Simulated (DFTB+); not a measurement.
Energy and gradient calculation of C4H4OSi

- system: C4H4OSi, SMILES C#CC([SiH3])=C=O
- method: GFN1-xTB, R-SCC, dispersion built in (DFTB+ 25.1)

The geometry comes from this level: GFN2-xTB.

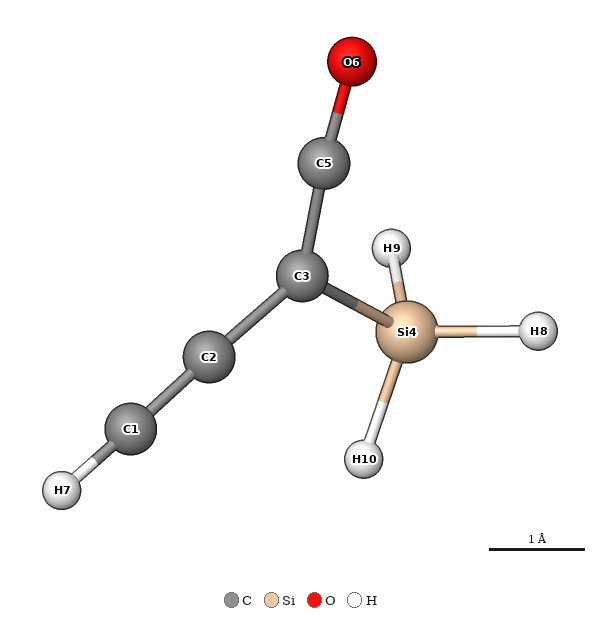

The structure as given in the input (ball-and-stick view, seen at a tilt; atoms are numbered from 1 in the order of the input).

Input (dftb_in.hsd)
```
Geometry = GenFormat {
  <<< "geo.gen"
}

Hamiltonian = xTB {
  Method = "GFN1-xTB"
  SCCTolerance = 0.001
}

Analysis = {
  PrintForces = Yes
}

Options = {
  WriteResultsTag = Yes
}

ParserOptions = {
  ParserVersion = 14
}
```

File geo.gen
```
10 C
C Si O H
   1  1      2.035500      0.706940     -1.338890
   2  1      1.046040      0.626090     -0.665010
   3  1     -0.110650      0.478990      0.121460
   4  2     -0.800500     -1.267370      0.439990
   5  1     -0.768910      1.457160      0.657350
   6  3     -1.439730      2.247930      1.186650
   7  4      2.898890      0.799760     -1.925040
   8  4     -2.161730     -1.354800     -0.092170
   9  4     -0.808730     -1.529240      1.880370
  10  4      0.109810     -2.165470     -0.264710
```

Hardware: 1 thread of Intel Xeon @ 2.50GHz (Skylake/Cascade Lake), 192 GiB of memory available, shared host.

Launch command:
```bash
dftb+ > dftb.out
```

The program's output
```
|  DFTB+ development version (commit: a23bfb2)

Reading input file 'dftb_in.hsd'
Parser version: 14

--------------------------------------------------------------------------------

Processed input in HSD format written to 'dftb_pin.hsd'

Starting initialization...
--------------------------------------------------------------------------------
OpenMP threads:              1
Chosen random seed:          373777858
Current stacksize:           unlimited
Mode:                        Static calculation
Self consistent charges:     Yes
SCC-tolerance:                 0.100000E-02
Max. scc iterations:                    100
Shell resolved Hubbard:      Yes
Spin polarisation:           No
Nr. of up electrons:            15.000000
Nr. of down electrons:          15.000000
Periodic boundaries:         No
Electronic solver:           Relatively robust
Mixer:                       Broyden mixer
Mixing parameter:                  0.200000
Nr. of chrg. vec. in memory:            100
Max. SCC-cycles:                        100
tblite library version:      0.3.0
-> parametrization:          GFN1-xTB
-> repulsion:                Yes
-> dispersion:               Yes
-> halogen bonding:          Yes
-> electrostatics:           Yes
   -> isotropic:             Yes
   -> anisotropic:           No
   -> third-order:           Yes
Electronic temperature:              0.950045E-03 H      0.258520E-01 eV
Initial charges:             Set automatically (system chrg:   0.000E+00)
Included shells:             C:  s, p
                            Si:  s, p, d
                             O:  s, p
                             H:  s, s2
Extra options:
                             Mulliken analysis
                             Force calculation
Force type                   original

--------------------------------------------------------------------------------

***  Geometry step: 0

 iSCC Total electronic   Diff electronic      SCC error
    1   -0.17159391E+02    0.00000000E+00    0.12491942E+01
    2   -0.17320158E+02   -0.17159391E+02    0.96345901E+00
    3   -0.17309630E+02   -0.16076737E+00    0.83258507E+00
    4   -0.17364242E+02    0.10528683E-01    0.30676234E+00
    5   -0.17376144E+02   -0.54612041E-01    0.11336182E+00
    6   -0.17378936E+02   -0.11901826E-01    0.45107634E-01
    7   -0.17379316E+02   -0.27921339E-02    0.14909460E-01
    8   -0.17379355E+02   -0.38007877E-03    0.14032807E-02
    9   -0.17379355E+02   -0.39390114E-04    0.21019894E-02
   10   -0.17379355E+02   -0.28893098E-07    0.14436721E-02
   11   -0.17379356E+02   -0.16707878E-06    0.64171414E-03

Total Energy:                      -17.0704182742 H         -464.5097 eV
Extrapolated to 0K:                -17.0704182742 H         -464.5097 eV
Total Mermin free energy:          -17.0704182742 H         -464.5097 eV
Force related energy:              -17.0704182742 H         -464.5097 eV

--------------------------------------------------------------------------------
--------------------------------------------------------------------------------
SCC                                    +       0.01 ( 61.7%)       0.01 ( 63.6%)
--------------------------------------------------------------------------------
Missing                                +       0.01 ( 38.3%)       0.01 ( 36.4%)
Total                                  =       0.02 (100.0%)       0.02 (100.0%)
--------------------------------------------------------------------------------
```

File detailed.out
```
Fermi distribution function

Calculation with static geometry

********************************************************************************
 iSCC Total electronic   Diff electronic      SCC error
   11   -0.17379356E+02   -0.16707878E-06    0.64171414E-03
********************************************************************************

 Total charge:    -0.00000000

 Atomic gross charges (e)
 Atom           Charge
    1      -0.11733399
    2       0.01927779
    3      -0.18615926
    4       0.31049811
    5       0.45996770
    6      -0.38028235
    7       0.06712202
    8      -0.05929390
    9      -0.05922732
   10      -0.05456880

Nr. of electrons (up):     30.00000000
Atom populations (up)
 Atom       Population
    1       4.11733399
    2       3.98072221
    3       4.18615926
    4       3.68950189
    5       3.54003230
    6       6.38028235
    7       0.93287798
    8       1.05929390
    9       1.05922732
   10       1.05456880

l-shell populations (up)
 Atom Sh.   l       Population
    1   1   0       1.08232327
    1   2   1       3.03501072
    2   1   0       1.07519723
    2   2   1       2.90552498
    3   1   0       1.04872870
    3   2   1       3.13743056
    4   1   0       1.31309227
    4   2   1       1.82980522
    4   3   2       0.54660440
    5   1   0       1.05244389
    5   2   1       2.48758841
    6   1   0       1.72775516
    6   2   1       4.65252719
    7   1   0       0.93232121
    7   2   0       0.00055677
    8   1   0       1.06205022
    8   2   0      -0.00275632
    9   1   0       1.06198256
    9   2   0      -0.00275524
   10   1   0       1.05780355
   10   2   0      -0.00323476

Orbital populations (up)
 Atom Sh.   l   m       Population  Label
    1   1   0   0       1.08232327  s
    1   2   1  -1       1.02362692  p_y
    1   2   1   0       1.02389738  p_z
    1   2   1   1       0.98748642  p_x
    2   1   0   0       1.07519723  s
    2   2   1  -1       0.99781934  p_y
    2   2   1   0       0.97303643  p_z
    2   2   1   1       0.93466922  p_x
    3   1   0   0       1.04872870  s
    3   2   1  -1       1.00818654  p_y
    3   2   1   0       1.10985050  p_z
    3   2   1   1       1.01939351  p_x
    4   1   0   0       1.31309227  s
    4   2   1  -1       0.50815583  p_y
    4   2   1   0       0.66850147  p_z
    4   2   1   1       0.65314792  p_x
    4   3   2  -2       0.12863019  d_xy
    4   3   2  -1       0.07197208  d_yz
    4   3   2   0       0.12721729  d_z2
    4   3   2   1       0.10268247  d_xz
    4   3   2   2       0.11610237  d_x2-y2
    5   1   0   0       1.05244389  s
    5   2   1  -1       0.77277372  p_y
    5   2   1   0       0.88284800  p_z
    5   2   1   1       0.83196670  p_x
    6   1   0   0       1.72775516  s
    6   2   1  -1       1.49938344  p_y
    6   2   1   0       1.60705984  p_z
    6   2   1   1       1.54608391  p_x
    7   1   0   0       0.93232121  s
    7   2   0   0       0.00055677  s2
    8   1   0   0       1.06205022  s
    8   2   0   0      -0.00275632  s2
    9   1   0   0       1.06198256  s
    9   2   0   0      -0.00275524  s2
   10   1   0   0       1.05780355  s
   10   2   0   0      -0.00323476  s2

Fermi level:                        -0.3576363475 H           -9.7318 eV
Band energy:                       -17.4563401579 H         -475.0112 eV
TS:                                  0.0000000000 H            0.0000 eV
Band free energy (E-TS):           -17.4563401579 H         -475.0112 eV
Extrapolated E(0K):                -17.4563401579 H         -475.0112 eV
Input / Output electrons (q):     30.0000000000     30.0000000000

Energy H0:                         -17.4183533801 H         -473.9775 eV
Energy SCC:                          0.0389977619 H            1.0612 eV
Total Electronic energy:           -17.3793556182 H         -472.9163 eV
Repulsive energy:                    0.3127705530 H            8.5109 eV
Halogen correction energy:           0.0000000000 H            0.0000 eV
Total energy:                      -17.0704182742 H         -464.5097 eV
Extrapolated to 0:                 -17.0704182742 H         -464.5097 eV
Total Mermin free energy:          -17.0704182742 H         -464.5097 eV
Force related energy:              -17.0704182742 H         -464.5097 eV

Non-constrained calculation

SCC converged

Total Forces
    1      0.000277981031     -0.000091200271     -0.000198196156
    2      0.006897133188     -0.000056595779     -0.004619297565
    3     -0.005785614468     -0.013311989402      0.002670544486
    4      0.000185073461      0.001208075814     -0.000058102533
    5     -0.013947572951      0.018652832426      0.011204831448
    6      0.006157160958     -0.007475988560     -0.004847078180
    7      0.005574004775      0.000756155834     -0.003811853845
    8      0.003946728268     -0.000839195359      0.001832984259
    9     -0.000322633104     -0.000296439456     -0.004375707762
   10     -0.002982261158      0.001454344754      0.002201875848

Maximal derivative component:        0.186528E-01 au

Dipole moment:    0.25019610   -0.65416962   -0.22961602 au
Dipole moment:    0.63593510   -1.66273344   -0.58362576 Debye
```

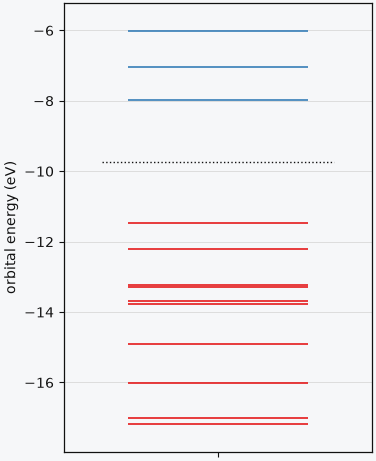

Orbital energies near the frontier; the dotted line parts filled from empty levels, and levels within 0.02 eV of each other stand side by side. Highest filled −11.48 eV, lowest empty −7.98 eV, 3.50 eV apart.

Summary

```json
{"quantity": "outcome", "value": "converged"}
{"quantity": "Mermin free energy", "value": "−17.070418 hartree"}
{"quantity": "basis functions", "value": "37"}
{"quantity": "largest force", "value": "1.329 eV/Å"}
{"quantity": "HOMO", "value": "−11.48 eV"}
{"quantity": "LUMO", "value": "−7.98 eV"}
{"quantity": "dipole moment", "value": "1.87 D"}
{"quantity": "peak memory", "value": "0.072 GiB"}
```

Remarks

Settings chosen away from the usual ones: scf_conv. These settings are looser than, or depart from, a standard set-up, so the numbers are not reference values for this system.
